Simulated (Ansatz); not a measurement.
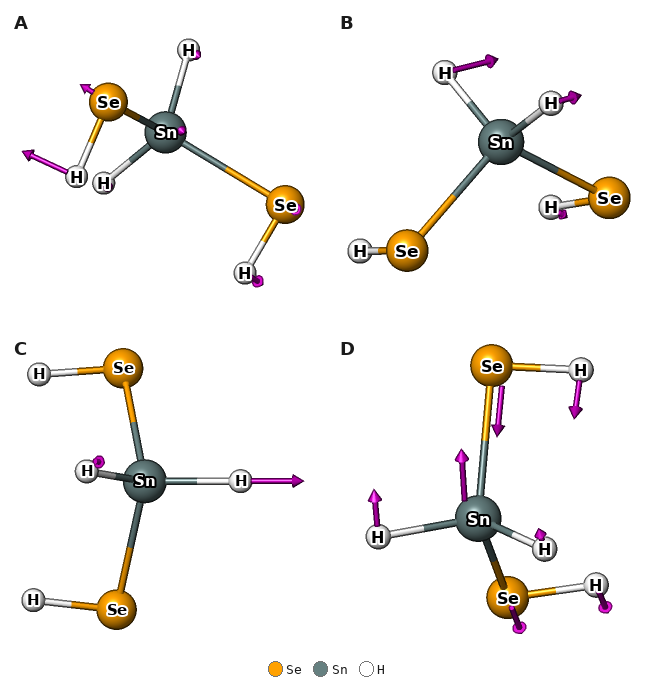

4 normal modes of one molecule or complex, as arrows. Harmonic vibrations computed with RKS PBE0-D4/def2-TZVP, core potentials on Sn (Ansatz 0.2.0) at a stationary point of the same level.

**Match the panels to the wavenumbers 70 cm⁻¹, 254 cm⁻¹, 598 cm⁻¹, 1971 cm⁻¹.**

A: 70 cm⁻¹
B: 598 cm⁻¹, H–Sn–Se bending
C: 1971 cm⁻¹, Sn–H stretching
D: 254 cm⁻¹, out-of-phase stretching of 2 Sn–Se bonds
